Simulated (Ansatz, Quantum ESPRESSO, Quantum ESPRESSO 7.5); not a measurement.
**Gate doping of honeycomb AsN, 2 layers, AB stacking**

How rigid are the bands of honeycomb AsN, 2 layers, AB stacking under field-effect doping?

Main program and level: Quantum ESPRESSO 7.5; plane-wave DFT, PBE, GBRV ultrasoft pseudopotentials (geometry by Ansatz 0.2.0 with PAW datasets; geometry under PBE-D3(BJ)).

## 1. Set-up

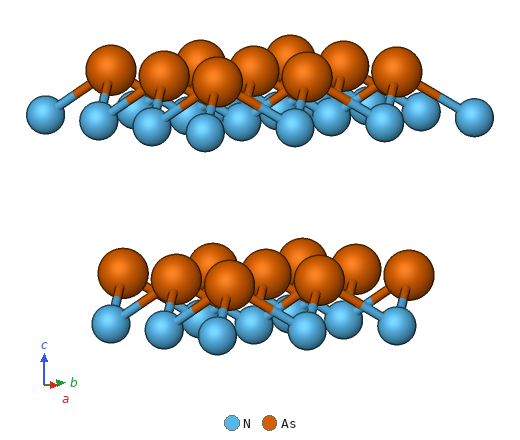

The cell as given, from the side, with the c axis up (nitrogen blue, arsenic orange). 3×3×1 cells are drawn. Bonds to atoms that aren't drawn are left out. Some periodic images of atoms are drawn too.

The cell holds 4 atoms: 2 N and 2 As. Cell: a = 2.980 Å, b = 2.980 Å, c = 27.240 Å, α = 90.0°, β = 90.0°, γ = 120.0°. It derives from AsN. Vacuum lies along c.

This sheet is a model structure: its symmetry is held, and its stability is not tested here.

## 2. Relaxation with Ansatz

The geometry comes first, from a plane-wave PAW code, so that the later runs on this slab share one structure.

File input.yaml:

```yaml
crystal:
  lattice:
    - [2.98, 0.0, 0.0]
    - [-1.49, 2.5807557033, 0.0]
    - [0.0, 0.0, 27.24]
  atoms:
    - { symbol: "N", position: [0.6666666667, 0.3333333333, 0.4038179148] }
    - { symbol: As, position: [0.3333333333, 0.6666666667, 0.4394273128] }
    - { symbol: "N", position: [0.0, 0.0, 0.5605726872] }
    - { symbol: As, position: [0.6666666667, 0.3333333333, 0.5961820852] }
kpoints:
  mp_grid: { grid: [12, 12, 1] }
hamiltonian:
  xc: pbe
  dispersion: d3bj
scf:
  occupations: { method: fermi_dirac, width: 0.05 }
  convergence: { dr2_threshold: 1.0e-08 }
efield:
  axis: 3
  dipole_correction: true
  ramp_position: 0.97
  ramp_width: 0.04
relax:
  f_tol: 0.01
  cell: { fix: [c, alpha, beta] }
output:
  write_potential: true
  write_density: true
  volumetric_format: npy
```

Launch:

```
$ ansatz run input.yaml --threads 4 --pin off --max-ram 8192MiB --backend cpu --events-out ev --progress --plain --runs-dir out
```

Numbers of over 12 decimals in the logs are rounded to 6 here.

What it wrote:

```text
Warning: relax.cell: scf.convergence.dr2_threshold = 1e-8 eV is looser than the 4e-10 eV advised for a relaxation that steers and ends on the stress (1e-10 eV for each atom of the cell: 4). What an SCF threshold leaves in a stress goes as its square root, and in the free energy as the threshold itself, and one threshold admits the most on a small cell: [figures from the program's tests cut] Set scf.convergence.dr2_threshold to 4e-10 eV or tighter. The threshold is an SCF's pass mark: one that does not reach it within its budget of iterations ends unconverged, or closes short of it on a stop that the run arms, and scf.convergence.dr2_threshold's page says what that costs each kind of run
Engine: ansatz 0.2.0, aarch64-unknown-linux-gnu
Pseudopotentials: kind: paw
Pseudopotential: N, paw, valence charge 5, recommended cutoff 420 eV (normal), N.paw.azcp
Pseudopotential: As, paw, valence charge 15, recommended cutoff 420 eV (normal), As.paw.azcp
Functional definition: PBE
  parameter kappa = 0.804
  parameter beta = 0.066725
  exchange = pbe_x(kappa = kappa, mu = beta*pi^2/3)
  correlation = pbe_c(beta = beta)
Crystal: 4 atoms, lattice volume = 209.493 Å³
Basis set: ecut = 420 eV, 3979 PW (Γ), exchange–correlation on 40×40×384 points (8 copies of the dense FFT grid, shifted against one another)
Bands: 24, of which v1, the nominal top of the filled ones, is band 20 counted from 1 (19 counted from 0)
Symmetry: 6 space group operations
Space group: P3m1 (ITA 156), of the structure as read, at distance tolerance 5.9e-5 Å
k-points: 19 of 144 (time reversal used)
Non-local potential: N, projectors of the file, l = 0: 2, l = 1: 2, l = 2: 1
Non-local potential: As, projectors of the file, l = 0: 2, l = 1: 2, l = 2: 3, l = 3: 1
PAW form: soft (Blöchl's): semilocal exchange-correlation on the pseudo side does not see the compensation charge
PAW one-centre angular grid: N, 110 points (default); XC on 64 Gauss nodes
PAW one-centre angular grid: As, 590 points (default); XC on 64 Gauss nodes
Initial density: superposition of atomic densities (neutral atoms: chi_scale 0, normalization atom), corrected by the library's trained network
Initial wavefunctions: pseudopotential atomic-orbital guess
Functional: x = pbe(κ = 0.804, μ = 0.219515), c = pbe(β = 0.066725)
SCF iter   1: F=—  HF=-10478.487189 eV  |F-HF|=—  |Δ(HF+E_count)|=         —  Δρ=3.30e-3  dr2=1.53e-1  ethr=1.77e-3  p=0.037 e·Å  D=3.22e-2 V/Å  ΔV_dip=-0.88 eV  dr2_dipole=5.25e-2  V_vac-E_F(+/−)=5.04/5.92 eV  ⟨swp⟩=8.3  Hψ=2284  notcnv=0
efield: sawtooth ramp at fractional position 0.9700 (set: `efield.ramp_position`, or a place that a band, a saddle search or an elastic batch's reference lends), width 0.0400; the density the first Hamiltonian is built on has a dipole p = 0.037 e·Å; the dipole correction subtracts the counter field D = 3.22e-2 V/Å, which shifts the + side's vacuum level by -0.88 eV against the − side's; the planar-averaged density in the ramp window peaks in size at 2.5e-6 e/Å³
preconditioner: auto → none  [insulator: Δε(μ)=1.416 eV  Ē_g=10.758 eV  σ=0.050 eV  W_gap=1.00  n_scr=16 (ndim 8)  ℏωp=11.5 eV  f_vac=0.682  D(μ)=0.00/eV (n_scr^D=0)  ε∞_Penn≈2.1]
SCF iter   2: F=—  HF=-10478.780715 eV  |F-HF|=—  |Δ(HF+E_count)|=   2.94e-1  Δρ=2.39e-2  dr2=1.42e1  ethr=3.83e-4  p=0.212 e·Å  D=1.83e-1 V/Å  ΔV_dip=-4.98 eV  dr2_dipole=4.16e0  V_vac-E_F(+/−)=2.76/7.74 eV  ⟨swp⟩=3.9  Hψ=953  notcnv=0  recentre
preconditioner: auto → LDOS  [metal: Δε(μ)=0.016 eV  Ē_g=10.194 eV  σ=0.050 eV  W_gap=0.08  n_scr=16 (ndim 8)  ℏωp=11.5 eV  f_vac=0.681  D(μ)=3.76/eV (n_scr^D=14)  β→1.0]
SCF iter   3: F=—  HF=-10478.479487 eV  |F-HF|=—  |Δ(HF+E_count)|=   3.01e-1  Δρ=2.64e-3  dr2=1.25e-1  ethr=3.83e-4  p=0.050 e·Å  D=4.34e-2 V/Å  ΔV_dip=-1.18 eV  dr2_dipole=4.14e-2  V_vac-E_F(+/−)=4.90/6.08 eV  ⟨swp⟩=3.5  Hψ=902  notcnv=0
SCF iter   4: F=—  HF=-10478.465847 eV  |F-HF|=—  |Δ(HF+E_count)|=   1.36e-2  Δρ=2.38e-3  dr2=1.01e-1  ethr=3.11e-4  p=0.063 e·Å  D=5.47e-2 V/Å  ΔV_dip=-1.49 eV  dr2_dipole=3.73e-2  V_vac-E_F(+/−)=4.75/6.24 eV  ⟨swp⟩=1.6  Hψ=620  notcnv=0
SCF iter   5: F=—  HF=-10478.444816 eV  |F-HF|=—  |Δ(HF+E_count)|=   2.10e-2  Δρ=1.53e-3  dr2=4.65e-2  ethr=2.53e-4  p=0.103 e·Å  D=8.93e-2 V/Å  ΔV_dip=-2.43 eV  dr2_dipole=1.51e-2  V_vac-E_F(+/−)=4.31/6.75 eV  ⟨swp⟩=3.3  Hψ=865  notcnv=0
SCF iter   6: F=—  HF=-10478.433272 eV  |F-HF|=—  |Δ(HF+E_count)|=   1.15e-2  Δρ=8.36e-4  dr2=1.34e-2  ethr=1.16e-4  p=0.134 e·Å  D=1.16e-1 V/Å  ΔV_dip=-3.16 eV  dr2_dipole=3.70e-3  V_vac-E_F(+/−)=4.00/7.15 eV  ⟨swp⟩=2.7  Hψ=661  notcnv=0
SCF iter   7: F=—  HF=-10478.430955 eV  |F-HF|=—  |Δ(HF+E_count)|=   2.32e-3  Δρ=5.03e-4  dr2=3.37e-3  ethr=3.36e-5  p=0.143 e·Å  D=1.23e-1 V/Å  ΔV_dip=-3.36 eV  dr2_dipole=7.20e-4  V_vac-E_F(+/−)=3.90/7.26 eV  ⟨swp⟩=1.5  Hψ=557  notcnv=0
SCF iter   8: F=—  HF=-10478.430356 eV  |F-HF|=—  |Δ(HF+E_count)|=   5.98e-4  Δρ=1.22e-4  dr2=8.75e-5  ethr=8.43e-6  p=0.148 e·Å  D=1.28e-1 V/Å  ΔV_dip=-3.49 eV  dr2_dipole=1.69e-5  V_vac-E_F(+/−)=3.85/7.34 eV  ⟨swp⟩=2.1  Hψ=581  notcnv=0
SCF iter   9: F=—  HF=-10478.430356 eV  |F-HF|=—  |Δ(HF+E_count)|=   7.88e-7  Δρ=5.10e-5  dr2=1.53e-5  ethr=2.19e-7  p=0.147 e·Å  D=1.27e-1 V/Å  ΔV_dip=-3.45 eV  dr2_dipole=1.70e-6  V_vac-E_F(+/−)=3.86/7.31 eV  ⟨swp⟩=3.3  Hψ=1033  notcnv=0
SCF iter  10: F=—  HF=-10478.430357 eV  |F-HF|=—  |Δ(HF+E_count)|=   1.52e-6  Δρ=2.11e-5  dr2=4.64e-6  ethr=3.82e-8  p=0.147 e·Å  D=1.27e-1 V/Å  ΔV_dip=-3.45 eV  dr2_dipole=1.23e-6  V_vac-E_F(+/−)=3.86/7.31 eV  ⟨swp⟩=2.1  Hψ=528  notcnv=0
SCF iter  11: F=—  HF=-10478.430406 eV  |F-HF|=—  |Δ(HF+E_count)|=   4.90e-5  Δρ=2.92e-6  dr2=4.72e-8  ethr=1.16e-8  p=0.147 e·Å  D=1.27e-1 V/Å  ΔV_dip=-3.46 eV  dr2_dipole=9.19e-9  V_vac-E_F(+/−)=3.86/7.31 eV  ⟨swp⟩=2.0  Hψ=518  notcnv=0
SCF iter  12: F=—  HF=-10478.430406 eV  |F-HF|=—  |Δ(HF+E_count)|=   2.61e-7  Δρ=1.49e-6  dr2=1.18e-8  ethr=1.18e-10  p=0.147 e·Å  D=1.27e-1 V/Å  ΔV_dip=-3.46 eV  dr2_dipole=2.25e-9  V_vac-E_F(+/−)=3.86/7.31 eV  ⟨swp⟩=2.7  Hψ=651  notcnv=0
SCF iter  13: F=-10478.430406 eV  HF=-10478.430406 eV  |F-HF|=8.31e-9  |Δ(HF+E_count)|=   3.50e-8  Δρ=6.87e-7  dr2=5.82e-9  ethr=2.50e-11  p=0.147 e·Å  D=1.27e-1 V/Å  ΔV_dip=-3.46 eV  dr2_dipole=1.53e-9  V_vac-E_F(+/−)=3.86/7.31 eV  ⟨swp⟩=8.5  Hψ=2709  notcnv=0
SCF 1 converged in 13 iterations: F = -10478.430406 eV  dr2 = 5.82e-9
  greatest PAW one-centre occupation: 0.999 electrons in one spin orbital (limit 2), on the As atom at site 3 (counted from 0), in its partial waves of l = 2
[...]
relax step   4: F+E_penalty+E_count = -10478.45289233 eV  Δ(F+E_penalty+E_count) = -8.931e-4 eV  max|allowed force component| = 2.791e-2 eV/Å  Δτ_max = 0.0258 Å  P = -0.025 GPa  Ω = 206.167 Å³  energy of the carried Pulay correction = +1.900e-3 eV  fix = [c, alpha, beta]  reactions: c -0.003 GPa  (8 SCF iters, accepted)
[...]
relax step   5: F+E_penalty+E_count = -10478.45300852 eV  Δ(F+E_penalty+E_count) = -1.162e-4 eV  max|allowed force component| = 7.037e-3 eV/Å  Δτ_max = 0.0069 Å  P = -0.009 GPa  Ω = 206.066 Å³  energy of the carried Pulay correction = +1.957e-3 eV  fix = [c, alpha, beta]  reactions: c -0.002 GPa  (7 SCF iters, accepted)
Initial wavefunctions: pseudopotential atomic-orbital guess (no wavefunctions were taken with the density)
iter 1 solved again at ethr=9.53e-7 eV; its pass at ethr=3.10e-3 eV (dr2=3.81e-4 eV) is discarded
SCF iter   1: F=—  HF=-10478.451299 eV  |F-HF|=—  |Δ(HF+E_count)|=         —  Δρ=3.73e-5  dr2=5.44e-7  ethr=9.53e-7  p=0.139 e·Å  D=1.22e-1 V/Å  ΔV_dip=-3.32 eV  dr2_dipole=1.42e-8  V_vac-E_F(+/−)=3.90/7.22 eV  ⟨swp⟩=4.0  Hψ=3535  notcnv=0
efield: sawtooth ramp at fractional position 0.9700 (set: `efield.ramp_position`, or a place that a band, a saddle search or an elastic batch's reference lends), width 0.0400; the density the first Hamiltonian is built on has a dipole p = 0.139 e·Å; the dipole correction subtracts the counter field D = 1.22e-1 V/Å, which shifts the + side's vacuum level by -3.32 eV against the − side's; the planar-averaged density in the ramp window peaks in size at 7.3e-7 e/Å³
eigensolver tolerance schedule: the retry pair's looser diagonalisation over-reported the residual by 698.97 of it (diagonalisation noise at 0.27 of the residual, at the tolerance the schedule requests for it); recorded, not acted on — ethr = c·dr2/N_el stays at c = 1.0e-1
preconditioner: auto → LDOS  [insulator: Δε(μ)=0.321 eV  Ē_g=10.794 eV  σ=0.050 eV  W_gap=0.90  n_scr=18 (ndim 8)  ℏωp=11.6 eV  f_vac=0.685  D(μ)=0.20/eV (n_scr^D=2)  ε∞_Penn≈2.1  β→1.0]
SCF iter   2: F=—  HF=-10478.451370 eV  |F-HF|=—  |Δ(HF+E_count)|=   7.12e-5  Δρ=2.15e-5  dr2=1.30e-6  ethr=1.36e-9  p=0.139 e·Å  D=1.22e-1 V/Å  ΔV_dip=-3.32 eV  dr2_dipole=1.05e-7  V_vac-E_F(+/−)=3.90/7.22 eV  ⟨swp⟩=3.0  Hψ=1023  notcnv=0
SCF iter   3: F=—  HF=-10478.451370 eV  |F-HF|=—  |Δ(HF+E_count)|=   2.54e-8  Δρ=1.06e-5  dr2=5.88e-7  ethr=1.36e-9  p=0.139 e·Å  D=1.22e-1 V/Å  ΔV_dip=-3.32 eV  dr2_dipole=5.96e-8  V_vac-E_F(+/−)=3.90/7.22 eV  ⟨swp⟩=3.0  Hψ=1015  notcnv=0
SCF iter   4: F=—  HF=-10478.451370 eV  |F-HF|=—  |Δ(HF+E_count)|=   6.25e-8  Δρ=4.00e-6  dr2=4.63e-8  ethr=1.36e-9  p=0.139 e·Å  D=1.22e-1 V/Å  ΔV_dip=-3.32 eV  dr2_dipole=1.88e-9  V_vac-E_F(+/−)=3.90/7.22 eV  ⟨swp⟩=2.0  Hψ=512  notcnv=0
iter 5 met the thresholds in force, and the SCF goes on: an eigenvalue changes by 4.23 meV, over its tolerance of 3.16 meV (output.eigenvalues, Limitations)
SCF iter   5: F=-10478.451370 eV  HF=-10478.451370 eV  |F-HF|=1.42e-8  |Δ(HF+E_count)|=   5.76e-8  Δρ=7.61e-7  dr2=1.45e-9  ethr=2.50e-11  p=0.139 e·Å  D=1.22e-1 V/Å  ΔV_dip=-3.32 eV  dr2_dipole=8.30e-11  V_vac-E_F(+/−)=3.90/7.22 eV  ⟨swp⟩=9.6  Hψ=3412  notcnv=0
SCF iter   6: F=-10478.451370 eV  HF=-10478.451370 eV  |F-HF|=1.43e-9  |Δ(HF+E_count)|=   1.39e-8  Δρ=1.42e-7  dr2=5.00e-11  ethr=3.63e-12  p=0.139 e·Å  D=1.22e-1 V/Å  ΔV_dip=-3.32 eV  dr2_dipole=4.33e-12  V_vac-E_F(+/−)=3.90/7.22 eV  ⟨swp⟩=6.4  Hψ=2854  notcnv=0
SCF 6 converged in 6 iterations: F = -10478.451370 eV  dr2 = 5.00e-11
relax step   6: F+E_penalty+E_count = -10478.45137029 eV  Δ(F+E_penalty+E_count) = +1.638e-3 eV  max|allowed force component| = 7.069e-3 eV/Å  Δτ_max = 0.0000 Å  P = -0.023 GPa  Ω = 206.066 Å³  fix = [c, alpha, beta]  reactions: c -0.002 GPa  stress off target by 3.34e-2 GPa on what of the cell is left free  SCF on the basis re-selected at this cell (its energy is not comparable with the rows above)  (6 SCF iters)
basis re-selected at this cell: Δ(F+E_penalty+E_count) = +1.638e-3 eV, ΔP = -0.014 GPa vs the last step (what re-selecting the basis moved, of the pressure what is left beyond the Pulay correction that the steps carried, after the strain that the cell walked since its last selection, with what the two solves' SCF thresholds leave and, on support functions, any second-order correction that the steps lacked; it is no m [...]
WARN: The output density's exchange-correlation potential varies sharply where the density is thin. Do not read a vacuum level from v_tot or v_xc, or from such a field of the output density. On a cell that repeats whose density bears no net charge and no dipole along the vacuum's axis use v_es (v_loc + v_h of the components); under efield.dipole_correction with no amplitude use v_es + v_field, which holds any externa [...]
SCF converged after 6 iterations
an eigenvalue changed by more than its tolerance at an iteration that met the thresholds in force, so the SCF went on 1 time: the last check found none over its tolerance
Free energy (F): -10478.451370 eV
Harris-Foulkes:  -10478.451370 eV  (|F-HF|=1.43e-9)
Internal energy: -10478.448866 eV  (E = F + TS)
E sigma→0 (E₀):  -10478.450118 eV
Entropy (-TS):   -0.002504 eV (-0.626 meV/atom)
Fermi energy:    -1.284404 eV
Dipole field:    D = 0.121822 V/Å  (p = 0.138730 e·Å, saw-weighted, corrected)
Work function:   Φ+ = 3.9020 eV   Φ− = 7.2204 eV
Levels:          The Fermi level and band energies are counted from a zero that moves with the ramp; work functions are not
--- Per-component energies (eV) ---
  E_band       = -938.573331
  E_kinetic    = 460.951108
  E_local      = -50195.270643  (includes V_loc(G=0)·N_el)
  E_nonlocal   = -1245.938916
  E_hartree    = 24964.221162
  E_xc         = -276.994754
  E_vxc        = -309.012462  (∫ρ·V_xc dr)
  E_paw        = -3925.186551  (= ΣΔE_a)
  E_vpaw       = 424.725986  (= ΣTr[D̂ρ^β])
  E_aug_tail   = 0.000189  (compensation charges beyond the density's cutoff)
  E_efield     = 0.008450  (sawtooth field / dipole correction)
  E_vefield    = -2.470751  (∫n·V_field dr)
  E_ewald      = 19740.533277
  E_disp       = -0.772189  (pairwise vdW)
  E_smearing   = -0.002504  (= −TS)
  E_closure    = 0.000000  (closes the sum)
  Σ components = -10478.451370   (vs F -10478.451370, Δ=0.00e0)
--- Forces (eV/Å), atoms counted from 1 ---
  atom   1  N      0.00000000     0.00000000    -0.00579611
  atom   2  As     0.00000000     0.00000000     0.00560368
  atom   3  N      0.00000000     0.00000000     0.00706796
  atom   4  As     0.00000000     0.00000000    -0.00687944
  max |Σ_I F_I| component: 3.91e-6 eV/Å
--- Stress (GPa, compression-positive) ---
       -0.033425      -0.000000       0.000000
       -0.000000      -0.033425       0.000000
        0.000000       0.000000      -0.001994
  P = ⅓ Tr σ = -0.0229 GPa (-0.229 kbar)
--- Band table (eV; the first three rows and the last of 19) ---
  k-point 0: bands = [... 16 lower, -3.7452, -3.1447, -3.1447, -1.7714, -0.4336, 1.4142, 2.3103, 3.2829]
  k-point 1: bands = [... 16 lower, -3.9070, -3.6070, -3.3069, -1.6454, 0.0831, 1.9017, 2.4703, 2.9077]
  k-point 2: bands = [... 16 lower, -5.1957, -3.7119, -3.4261, -1.5205, 0.6649, 2.0272, 2.4019, 3.0736]
  k-point 18: bands = [... 16 lower, -5.5861, -4.4634, -3.9919, -2.9627, -0.3927, 1.0906, 2.2347, 3.6162]
--- Relaxed structure (5 steps of the walk, 5 accepted, 1 SCFs on fresh bases) ---
  F+E_penalty+E_count = -10478.45137029 eV   max|allowed force component| = 7.069e-3 eV/Å   (the final SCF, on the basis selected at the relaxed cell)
  cell:  # Å, volume = 206.0664 Å³
    - [2.955526, -9.05735415204453e-19, 0]
    - [-1.477763, 2.559560, 0]
    - [0, 0, 27.24]
  atoms:
    - { symbol: N, position: [0.666667, 0.333333, 0.406605] }
    - { symbol: As, position: [0.333333, 0.666667, 0.441458] }
    - { symbol: N, position: [-2.385432931763626e-17, -1.8503717076008857e-17, 0.558430] }
    - { symbol: As, position: [0.666667, 0.333333, 0.593507] }
```

Elapsed: 13 s, on 4 threads of Arm Neoverse V2, shared host; peak memory 0.49 GiB; 46 s of CPU time.

Step by step:

```tsv
step	energy less that of the first step (eV)	largest force component (eV/Å)	pressure (GPa)	volume (Å³)
1	0.0000	0.4186	-0.92	209.49
2	-0.0096	0.3438	-0.22	207.29
3	-0.0216	0.1530	0.07	205.90
4	-0.0225	0.0279	-0.03	206.17
5	-0.0226	0.0070	-0.01	206.07
6*	-0.0210	0.0071	-0.02	206.07
```

Relaxation steps marked * repeat the geometry before them on a plane-wave basis chosen anew for their cell, so energy and pressure can jump there.

Forces are held to the 6 operations that the run works with; a distortion that breaks them can't arise in this run.

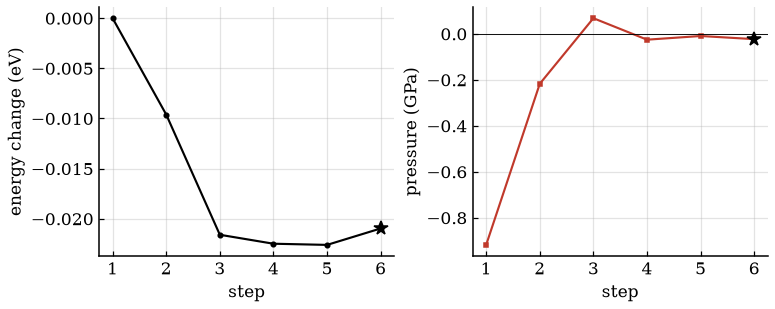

Energy and pressure along the relaxation. Stars mark steps on a basis chosen anew.

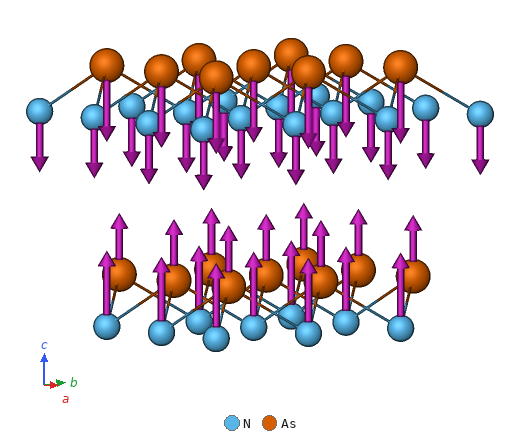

Displacements in the relaxation, exaggerated, measured against the changing cell; the longest in the cell stands for 0.08 Å. Bonds to atoms that aren't drawn are left out. 3×3×1 cells are drawn. Some periodic images of atoms are drawn too.

```tsv
cell as run	before	after	change
a (Å)	2.980	2.956	-0.8 %
b (Å)	2.980	2.956	-0.8 %
```

The atoms that moved most (Å, along periodic axes as changes of fractional coordinates times the final cell, across vacuum about the mean position):

```tsv
atom	dx	dy	dz	length
N1	0.000	0.000	0.076	0.076
As4	0.000	0.000	-0.073	0.073
N3	0.000	0.000	-0.058	0.058
As2	0.000	0.000	0.055	0.055
```

Final coordinates:

```cif
data_structure
_symmetry_space_group_name_H-M 'P 1'
_symmetry_Int_Tables_number 1
_cell_length_a 2.9555
_cell_length_b 2.9555
_cell_length_c 27.2400
_cell_angle_alpha 90.000
_cell_angle_beta 90.000
_cell_angle_gamma 120.000
_cell_volume 206.07
loop_
_atom_site_label
_atom_site_type_symbol
_atom_site_fract_x
_atom_site_fract_y
_atom_site_fract_z
_atom_site_occupancy
N1 N 0.66667 0.33333 0.40660 1
As2 As 0.33333 0.66667 0.44146 1
N3 N 0.00000 0.00000 0.55843 1
As4 As 0.66667 0.33333 0.59351 1
```

Numbers from this step:

| Item | Value |
| --- | --- |
| free energy | -10478.4514 eV |
| energy at zero smearing | -10478.4501 eV |
| smearing term TS | 0.002504 eV |
| Fermi energy | -1.284 eV |
| gap by band count | 0.3212 eV |
| symmetry operations | 6 |
| dipole along the normal | 0.1387 e·Å |
| vacuum level at the upper face over a Fermi level inside the gap | 3.902 eV |
| vacuum level at the lower face over a Fermi level inside the gap | 7.220 eV |

(Part 1 of 7 ends here.)

[Logs are printed without paths, hosts, clocks, repeated set-up lines and the standing remarks that a program may print on its own settings, such as how far it seeks lower states.]

[Hosts, paths, dates, database ids (printed as entryN), source tags and the programs' standing remarks are cut or masked in the printed files.]

[Maps of the electrostatic potential energy from Ansatz leave out the sawtooth potential of an applied field or a dipole correction, so their vacuum need not be flat; planar profiles and work functions include it.]
